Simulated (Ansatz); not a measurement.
# MgCo2Sb2, from a guessed structure to a relaxed one

This structure for MgCo2Sb2 is made up. Its elements were placed in a known structure type with a cell scaled to their sizes. What cell does the guess relax to, and how far off was it?

Main program and level: Ansatz 0.2.0; DFT, PBE, plane-wave PAW, files of the set soft_1, scalar-relativistic, ferromagnetic start, cell and ions relaxed at zero pressure; PAW set soft_1.

## Step 1: The structure

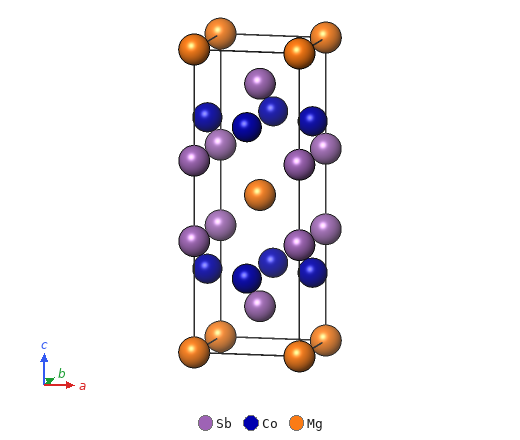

The cell as given, slightly off an axis (antimony purple, cobalt blue, magnesium orange). This picture shows the conventional cell, with its axes. Some periodic images of atoms are drawn too.

Structure file:

```cif
data_structure
_symmetry_space_group_name_H-M 'P 1'
_symmetry_Int_Tables_number 1
_cell_length_a 6.4625
_cell_length_b 6.4625
_cell_length_c 6.4625
_cell_angle_alpha 143.085
_cell_angle_beta 143.085
_cell_angle_gamma 53.197
_cell_volume 96.76
loop_
_atom_site_label
_atom_site_type_symbol
_atom_site_fract_x
_atom_site_fract_y
_atom_site_fract_z
_atom_site_occupancy
Sb1 Sb 0.36720 0.36720 0.00000 1
Sb2 Sb 0.63280 0.63280 0.00000 1
Co3 Co 0.25000 0.75000 0.50000 1
Co4 Co 0.75000 0.25000 0.50000 1
Mg5 Mg 0.00000 0.00000 0.00000 1
```

## Step 2: Relaxing cell and atoms

The guess takes its coordinates from another compound and its volume from a rule, so the cell and any free coordinates are relaxed together.

File input.yaml:

```yaml
crystal:
  lattice:
    - [-2.046, 2.046, 5.7785]
    - [2.046, -2.046, 5.7785]
    - [2.046, 2.046, -5.7785]
  atoms:
    - { symbol: Sb, position: [0.3672, 0.3672, 0.0] }
    - { symbol: Sb, position: [0.6328, 0.6328, 0.0] }
    - { symbol: Co, position: [0.25, 0.75, 0.5], spin: 2.0 }
    - { symbol: Co, position: [0.75, 0.25, 0.5], spin: 2.0 }
    - { symbol: Mg, position: [0.0, 0.0, 0.0] }
magnetization:
  spin_polarized: true
kpoints:
  mp_grid: { grid: [9, 9, 9] }
scf:
  occupations: { method: fermi_dirac, width: 0.05 }
hamiltonian:
  xc: pbe
  pseudopotentials: { kind: paw, azcp: { folder: soft_1 } }
relax:
  f_tol: 0.015
  max_steps: 70
  cell: {}
output:
  forces: true
  stress: true
```

Started as:

```
$ ansatz run input.yaml --threads 4 --pin off --max-ram 8192MiB --backend cpu --events-out ev --progress --plain --runs-dir out
```

Numbers of over 12 decimals in the logs are rounded to 6 here.

The log of the run:

```text
basis.fft_grid_basis auto: the FFT boxes are laid along the combinations [[1, 0, 1], [0, 1, 1], [0, 0, 1]] of the cell's own vectors, 4.092, 4.092 and 6.462 Å long. The dense box has 30×30×45 points. Along the cell's own vectors, as sized, it would have 45×45×45, 2.25 times as many. Of the 16 symmetry operations that the crystal satisfies within crystal.symmetry.tolerance (time reversal apart; of a slab, those that k [...]
Engine: ansatz 0.2.0, aarch64-unknown-linux-gnu
Pseudopotentials: kind: paw
Pseudopotential: Sb, paw, valence charge 15, recommended cutoff 420 eV (normal), soft_1/Sb.paw.azcp
Pseudopotential: Co, paw, valence charge 17, recommended cutoff 420 eV (normal), soft_1/Co.paw.azcp
Pseudopotential: Mg, paw, valence charge 10, recommended cutoff 420 eV (normal), soft_1/Mg.paw.azcp
Functional definition: PBE
  parameter kappa = 0.804
  parameter beta = 0.066725
  exchange = pbe_x(kappa = kappa, mu = beta*pi^2/3)
  correlation = pbe_c(beta = beta)
Crystal: 5 atoms, lattice volume = 96.758 Å³
Basis set: ecut = 420 eV, 1903 PW (Γ), FFT grids on a1+a3, a2+a3, a3, exchange–correlation on 60×60×90 points (8 copies of the dense FFT grid, shifted against one another)
Bands: 47, of which v1, the nominal top of the filled ones, is band 37 counted from 1 (36 counted from 0)
Symmetry: 16 space group operations
Space group: I4/mmm (ITA 139), of the structure as read, at distance tolerance 4.6e-5 Å
Magnetic group: BNS 139.531 (UNI 1191), of the structure as read, at distance tolerance 4.6e-5 Å
k-points: 75 of 729
Non-local potential: Sb, projectors of the file, l = 0: 2, l = 1: 2, l = 2: 2, l = 3: 1
Non-local potential: Co, projectors of the file, l = 0: 3, l = 1: 2, l = 2: 3, l = 3: 1
Non-local potential: Mg, projectors of the file, l = 0: 3, l = 1: 2, l = 2: 1
PAW form: soft (Blöchl's): semilocal exchange-correlation on the pseudo side does not see the compensation charge
PAW one-centre angular grid: Sb, 590 points (default); XC on 64 Gauss nodes
PAW one-centre angular grid: Co, 590 points (default); XC on 64 Gauss nodes
PAW one-centre angular grid: Mg, 110 points (default); XC on 64 Gauss nodes
Initial density: superposition of atomic densities (chi_scale 0.1, normalization cell, long waves kept (reshape's long-wave potential 0.03 eV rms))
Starting moments: Σ|m| = 4 μB on 2 of 5 sites
Initial wavefunctions: pseudopotential atomic-orbital guess
Functional: x = pbe(κ = 0.804, μ = 0.219515), c = pbe(β = 0.066725)
iter 1 solved again at ethr=1.59e-3 eV; its pass at ethr=3.10e-3 eV (dr2=1.17e0 eV) is discarded
SCF iter   1: F=—  HF=-25141.102133 eV  |F-HF|=—  |Δ(HF+E_count)|=         —  Δρ=2.00e-2 (↑2.00e-2 ↓1.92e-2)  dr2=1.19e0  dr2_m=1.62e-1  M=3.156 μB ∫|m|=3.520 μB  β_m=0.30  ethr=1.59e-3  ⟨swp⟩=1.3  Hψ=36857  notcnv=0
Mixer restart at iter 1: flushing history
preconditioner: auto → Kerker (q_TF=auto, 2.609 Å⁻¹)  [metal: Δε(μ)=0.005 eV  Ē_g=7.412 eV  σ=0.050 eV  W_gap=0.02  n_scr=32 (ndim 8)  ℏωp=20.7 eV  f_vac=0.000  D(μ)=7.18/eV (n_scr^D=78)]
spin=Collinear: Kerker preconditioning applied to the charge; magnetization (m = ρ↑ − ρ↓) channel mixes plain (no charge-response kernel on spin).
SCF iter   2: F=—  HF=-25141.610970 eV  |F-HF|=—  |Δ(HF+E_count)|=   5.09e-1  Δρ=3.38e-2 (↑1.08e-2 ↓3.38e-2)  dr2=2.17e0  dr2_m=2.91e-1  M=2.841 μB ∫|m|=3.251 μB  β_m=0.65  ethr=1.59e-3  ⟨swp⟩=2.0  Hψ=8557  notcnv=0
SCF iter   3: F=—  HF=-25143.522701 eV  |F-HF|=—  |Δ(HF+E_count)|=    1.91e0  Δρ=4.22e-2 (↑8.04e-3 ↓4.22e-2)  dr2=2.94e0  dr2_m=4.55e-1  M=2.419 μB ∫|m|=2.865 μB  β_m=0.25  ethr=1.59e-3  ⟨swp⟩=2.6  Hψ=9775  notcnv=0  defer=204
SCF iter   4: F=—  HF=-25143.836443 eV  |F-HF|=—  |Δ(HF+E_count)|=   3.14e-1  Δρ=2.47e-2 (↑1.39e-2 ↓2.47e-2)  dr2=1.15e0  dr2_m=2.80e-1  M=2.328 μB ∫|m|=2.744 μB  β_m=0.15  ethr=1.59e-3  ⟨swp⟩=2.1  Hψ=9215  notcnv=0  defer=343
SCF iter   5: F=—  HF=-25143.924031 eV  |F-HF|=—  |Δ(HF+E_count)|=   8.76e-2  Δρ=1.87e-2 (↑1.87e-2 ↓1.05e-2)  dr2=5.32e-1  dr2_m=8.23e-2  M=2.259 μB ∫|m|=2.616 μB  β_m=0.55  ethr=1.55e-3  ⟨swp⟩=2.1  Hψ=9245  notcnv=0  defer=347
SCF iter   6: F=—  HF=-25144.752774 eV  |F-HF|=—  |Δ(HF+E_count)|=   8.29e-1  Δρ=1.74e-2 (↑1.74e-2 ↓1.00e-2)  dr2=5.84e-1  dr2_m=1.59e-2  M=1.345 μB ∫|m|=1.649 μB  β_m=0.77  ethr=7.19e-4  ⟨swp⟩=3.3  Hψ=11793  notcnv=0  defer=331
SCF iter   7: F=—  HF=-25144.709705 eV  |F-HF|=—  |Δ(HF+E_count)|=         —  Δρ=1.17e-2 (↑2.65e-3 ↓1.17e-2)  dr2=1.92e-1  dr2_m=4.07e-2  M=0.924 μB ∫|m|=1.121 μB  β_m=0.77  ethr=7.19e-4  ⟨swp⟩=2.7  Hψ=9665  notcnv=0  defer=330
Mixer restart at iter 7: flushing history
SCF iter   8: F=—  HF=-25144.743630 eV  |F-HF|=—  |Δ(HF+E_count)|=   3.39e-2  Δρ=1.12e-2 (↑1.12e-2 ↓4.91e-3)  dr2=1.22e-1  dr2_m=1.12e-2  M=0.984 μB ∫|m|=1.164 μB  β_m=0.69  ethr=2.59e-4  ⟨swp⟩=3.0  Hψ=13924  notcnv=0  defer=330
SCF iter   9: F=—  HF=-25144.721197 eV  |F-HF|=—  |Δ(HF+E_count)|=   2.24e-2  Δρ=5.70e-3 (↑3.70e-3 ↓5.70e-3)  dr2=9.61e-2  dr2_m=1.05e-3  M=0.960 μB ∫|m|=1.144 μB  β_m=0.60  ethr=1.65e-4  ⟨swp⟩=2.6  Hψ=14698  notcnv=0  defer=331
[...]
SCF iter  15: F=—  HF=-25144.706772 eV  |F-HF|=—  |Δ(HF+E_count)|=   9.60e-9  Δρ=2.78e-6 (↑2.67e-6 ↓2.78e-6)  dr2=5.24e-8  dr2_m=4.81e-11  M=0.990 μB ∫|m|=1.167 μB  β_m=0.99  ethr=1.03e-9  ⟨swp⟩=2.0  Hψ=9020  notcnv=0  defer=331
SCF iter  16: F=-25144.706772 eV  HF=-25144.706772 eV  |F-HF|=3.59e-8  |Δ(HF+E_count)|=   1.21e-9  Δρ=3.44e-6 (↑3.27e-6 ↓3.44e-6)  dr2=4.46e-8  dr2_m=1.53e-11  M=0.990 μB ∫|m|=1.167 μB  ethr=7.08e-11  ⟨swp⟩=2.6  Hψ=22616  notcnv=0
SCF 1 converged in 16 iterations: F = -25144.706772 eV  dr2 = 4.46e-8
  greatest PAW one-centre occupation: 1.001 electrons in one spin orbital (limit 2), on the Co atom at site 3 (counted from 0), in its partial waves of l = 1
relax step   1: F+E_penalty+E_count = -25144.70677194 eV  Δ(F+E_penalty+E_count) = +0.000e0 eV  max|allowed force component| = 7.607e-1 eV/Å  Δτ_max = 0.0000 Å  P = +1.725 GPa  Ω = 96.758 Å³  (16 SCF iters, dr2 threshold 1.00e-7 eV, accepted)
[... from here on, the SCF cycles and remarks between the steps are left out ...]
relax step   2: F+E_penalty+E_count = -25144.74467074 eV  Δ(F+E_penalty+E_count) = -3.790e-2 eV  max|allowed force component| = 8.492e-1 eV/Å  Δτ_max = 0.0886 Å  P = +1.135 GPa  Ω = 94.664 Å³  energy of the carried Pulay correction = +7.005e-4 eV  (11 SCF iters, dr2 threshold 5.00e-7 eV, accepted)
relax step   3: F+E_penalty+E_count = -25144.79235171 eV  Δ(F+E_penalty+E_count) = -4.768e-2 eV  max|allowed force component| = 5.183e-2 eV/Å  Δτ_max = 0.0503 Å  P = +0.012 GPa  Ω = 97.023 Å³  energy of the carried Pulay correction = -8.756e-5 eV  (9 SCF iters, dr2 threshold 5.00e-7 eV, accepted)
relax step   4: F+E_penalty+E_count = -25144.81457293 eV  Δ(F+E_penalty+E_count) = -2.222e-2 eV  max|allowed force component| = 4.887e-2 eV/Å  Δτ_max = 0.0126 Å  P = -0.301 GPa  Ω = 97.637 Å³  energy of the carried Pulay correction = -2.896e-4 eV  (9 SCF iters, dr2 threshold 5.00e-7 eV, accepted)
relax step   5: F+E_penalty+E_count = -25144.81959569 eV  Δ(F+E_penalty+E_count) = -5.023e-3 eV  max|allowed force component| = 1.527e-1 eV/Å  Δτ_max = 0.0310 Å  P = +0.042 GPa  Ω = 97.826 Å³  energy of the carried Pulay correction = -3.515e-4 eV  (10 SCF iters, dr2 threshold 5.00e-7 eV, accepted)
relax step   6: F+E_penalty+E_count = -25144.83129074 eV  Δ(F+E_penalty+E_count) = -1.170e-2 eV  max|allowed force component| = 8.703e-3 eV/Å  Δτ_max = 0.0072 Å  P = +0.055 GPa  Ω = 97.708 Å³  energy of the carried Pulay correction = -3.128e-4 eV  (9 SCF iters, dr2 threshold 5.00e-7 eV, accepted)
relax step   7: F+E_penalty+E_count = -25144.83134042 eV  Δ(F+E_penalty+E_count) = -4.968e-5 eV  max|allowed force component| = 2.576e-5 eV/Å  Δτ_max = 0.0014 Å  P = +0.005 GPa  Ω = 97.736 Å³  energy of the carried Pulay correction = -3.221e-4 eV  (8 SCF iters, dr2 threshold 3.35e-8 eV, accepted)
relax step   8: F+E_penalty+E_count = -25144.83207108 eV  Δ(F+E_penalty+E_count) = -7.307e-4 eV  max|allowed force component| = 7.430e-4 eV/Å  Δτ_max = 0.0000 Å  P = +0.003 GPa  Ω = 97.736 Å³  stress off target by 8.49e-3 GPa  SCF on the basis re-selected at this cell (its energy is not comparable with the rows above)  (10 SCF iters)
basis re-selected at this cell: Δ(F+E_penalty+E_count) = -7.307e-4 eV, ΔP = -0.002 GPa vs the last step (what re-selecting the basis moved, of the pressure what is left beyond the Pulay correction that the steps carried, after the strain that the cell walked since its last selection, with what the two solves' SCF thresholds leave and, on support functions, any second-order correction that the steps lacked; it is no m [...]
SCF converged after 10 iterations
Magnetization: 1.2614 μB (37.6307 up, 36.3693 down)
Absolute magnetization: 1.4668 μB (∫|ρ↑−ρ↓|, with the PAW one-centre terms)
Spin contamination: 0.0435 ħ² per cell (⟨S²⟩ above its minimum at these occupations)
Per-site moments (μB) at R_I (Å): [(-0.00523161, 1.022834), (-0.00523161, 1.022834), (0.663192, 1.022834), (0.663192, 1.022834), (-0.00239143, 1.377315)]
Free energy (F): -25144.832071 eV
Harris-Foulkes:  -25144.832071 eV  (|F-HF|=3.64e-12)
Internal energy: -25144.811944 eV  (E = F + TS)
E sigma→0 (E₀):  -25144.822007 eV
Entropy (-TS):   -0.020128 eV (-4.026 meV/atom)
Fermi energy:    12.103575 eV
--- Per-component energies (eV) ---
  E_band       = -1279.555670
  E_kinetic    = 988.743686
  E_local      = -12393.690374  (includes V_loc(G=0)·N_el)
  E_nonlocal   = 1863.644888
  E_hartree    = 5310.828851
  E_xc         = -406.333954
  E_vxc        = -450.595826  (∫ρ·V_xc dr)
  E_paw        = -12555.121337  (= ΣΔE_a)
  E_vpaw       = -1909.315625  (= ΣTr[D̂ρ^β])
  E_aug_tail   = 0.000145  (compensation charges beyond the density's cutoff)
  E_ewald      = -7952.883849
  E_smearing   = -0.020128  (= −TS)
  E_closure    = 0.000000  (closes the sum)
  Σ components = -25144.832071   (vs F -25144.832071, Δ=0.00e0)
--- Forces (eV/Å), atoms counted from 1 ---
  atom   1  Sb     0.00000000     0.00000000    -0.00074299
  atom   2  Sb    -0.00000000     0.00000000     0.00074299
  atom   3  Co     0.00000000    -0.00000000     0.00000000
  atom   4  Co     0.00000000    -0.00000000     0.00000000
  atom   5  Mg     0.00000000     0.00000000    -0.00000000
  max |Σ_I F_I| component: 2.60e-18 eV/Å
--- Stress (GPa, compression-positive) ---
        0.008487      -0.000000       0.000000
       -0.000000       0.008487       0.000000
        0.000000       0.000000      -0.006764
  P = ⅓ Tr σ = 0.0034 GPa (0.034 kbar)
--- Relaxed structure (7 steps of the walk, 7 accepted, 1 SCFs on fresh bases) ---
  F+E_penalty+E_count = -25144.83207108 eV   max|allowed force component| = 7.430e-4 eV/Å   (the final SCF, on the basis selected at the relaxed cell)
  cell:  # Å, volume = 97.7362 Å³
    - [-2.137880, 2.137880, 5.345997]
    - [2.137880, -2.137880, 5.345997]
    - [2.137880, 2.137880, -5.345997]
  atoms:
    - { symbol: Sb, position: [0.367484, 0.367484, 0] }
    - { symbol: Sb, position: [0.632516, 0.632516, 0] }
    - { symbol: Co, position: [0.250000, 0.750000, 0.500000] }
    - { symbol: Co, position: [0.750000, 0.250000, 0.500000] }
    - { symbol: Mg, position: [8.105483058124737e-19, 8.105483058124739e-19, 0] }
```

The job ended after 81 s (4 threads of Arm Neoverse V2, shared host; peak memory 0.76 GiB; 5.2 min of CPU time).

Relaxation path:

| step | energy less that of the first step (eV) | largest force component (eV/Å) | pressure (GPa) | volume (Å³) |
| --- | --- | --- | --- | --- |
| 1 | 0.0000 | 0.7607 | 1.73 | 96.76 |
| 2 | -0.0379 | 0.8492 | 1.13 | 94.66 |
| 3 | -0.0856 | 0.0518 | 0.01 | 97.02 |
| 4 | -0.1078 | 0.0489 | -0.30 | 97.64 |
| 5 | -0.1128 | 0.1527 | 0.04 | 97.83 |
| 6 | -0.1245 | 0.0087 | 0.05 | 97.71 |
| 7 | -0.1246 | 0.0000 | 0.00 | 97.74 |
| 8* | -0.1253 | 0.0007 | 0.00 | 97.74 |

Relaxation steps marked * repeat the geometry before them on a plane-wave basis chosen anew for their cell, so energy and pressure can jump there.

The run keeps the 16 symmetry operations that it works with, so distortions that break them were not tested.

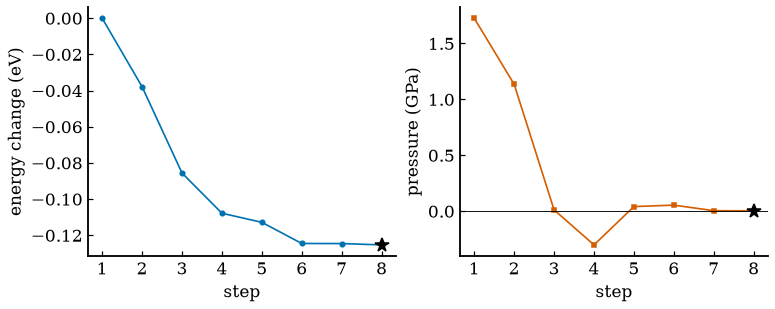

Energy and pressure along the relaxation. Stars mark steps on a basis chosen anew.

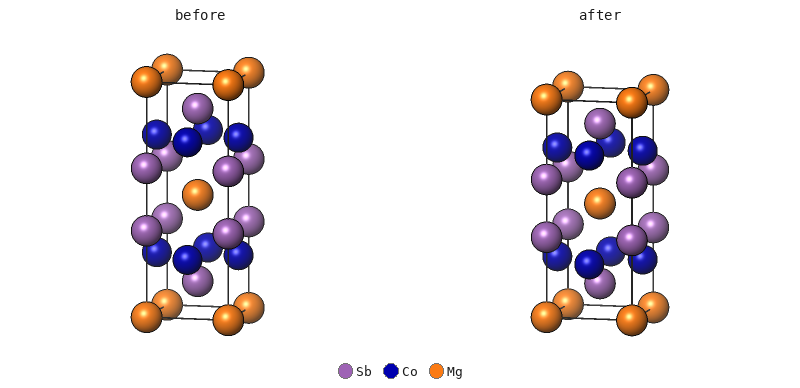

Before and after, at one scale.

| conventional cell, symmetrised | before | after | change |
| --- | --- | --- | --- |
| a (Å) | 4.092 | 4.276 | +4.5 % |
| b (Å) | 4.092 | 4.276 | +4.5 % |
| c (Å) | 11.557 | 10.692 | -7.5 % |
| volume (Å³/atom) | 19.35 | 19.55 | +1.0 % |

The relaxed structure:

```xyz
5
Lattice="-2.1379 2.1379 5.3460 2.1379 -2.1379 5.3460 2.1379 2.1379 -5.3460" Properties=species:S:1:pos:R:3 pbc="T T T"
Sb    0.0000    0.0000    3.9291
Sb    0.0000    0.0000    6.7629
Co    2.1379    0.0000    2.6730
Co    0.0000    2.1379    2.6730
Mg    0.0000    0.0000    0.0000
```

Numbers from this step:

| Quantity | Value |
| --- | --- |
| free energy | -25144.8321 eV |
| energy at zero smearing | -25144.8220 eV |
| smearing term TS | 0.02013 eV |
| Fermi energy | 12.10 eV |
| magnetization | 1.261 μB |
| absolute magnetization | 1.467 μB |
| site moments | -0.005232, -0.005232, 0.6632, 0.6632, -0.002391 μB |
| electrons | 74 |
| symmetry operations | 16 |
| pressure | 0.003404 GPa |

Site moment by atom:

| atom | site moment (μB) |
| --- | --- |
| Sb1 | -0.005 |
| Sb2 | -0.005 |
| Co3 | 0.663 |
| Co4 | 0.663 |
| Mg5 | -0.002 |

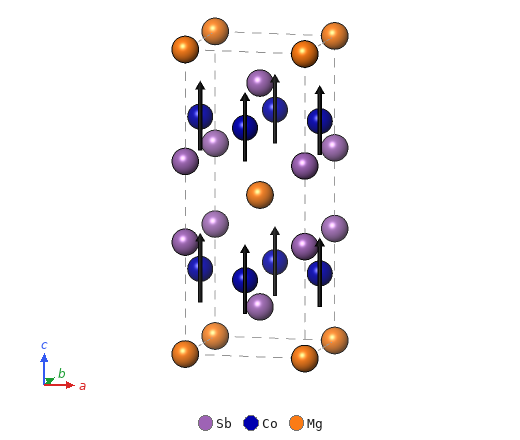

Site moment as arrows, the longest 0.663 μB. Up and down stand for the sign. Arrows give size and sign along the axis of quantisation, drawn up and down the page. Some periodic images of atoms are drawn too.

The shortest distance of each pair, which need not be the same contact before and after:

| pair | guess (Å) | relaxed (Å) |
| --- | --- | --- |
| Co–Sb | 2.454 | 2.480 |
| Sb–Sb | 3.070 | 2.834 |
| Co–Co | 2.893 | 3.023 |
| Mg–Sb | 3.275 | 3.339 |
| Co–Mg | 3.540 | 3.423 |

The relaxation ends with a largest force component of 7.4e-4 eV/Å and a pressure of 0.00 GPa.

## Step 3: What came out

```yaml
space_group_relaxed: I4/mmm
conventional_cell: a = 4.276, b = 4.276, c = 10.692 Å; α = 90.0°, β = 90.0°, γ = 90.0°
volume_per_atom: 19.55 Å³ (guess 19.35)
total_moment: 1.26 μB in the cell of 5 atoms
```

MgCo2Sb2 relaxes to I4/mmm with a = 4.276, b = 4.276 and c = 10.692 Å. The guessed volume was near the relaxed one. The space group I4/mmm was held in the relaxation, so the end point is a stationary structure within it and may be a saddle against distortions or other arrangements. The input starts from parallel moments, and no other start was typed. Mesh and cutoff weren't tested. Spin-orbit coupling is left out, which can matter for elements this heavy. No dispersion term is used, so weakly bound directions may come out too long. Nothing here tests whether the compound is stable against decomposition.

[Logs are printed without paths, hosts, clocks, repeated set-up lines and the standing remarks that a program may print on its own settings, such as how far it seeks lower states.]

[Hosts, paths, dates, database ids (printed as entryN), source tags and the programs' standing remarks are cut or masked in the printed files.]
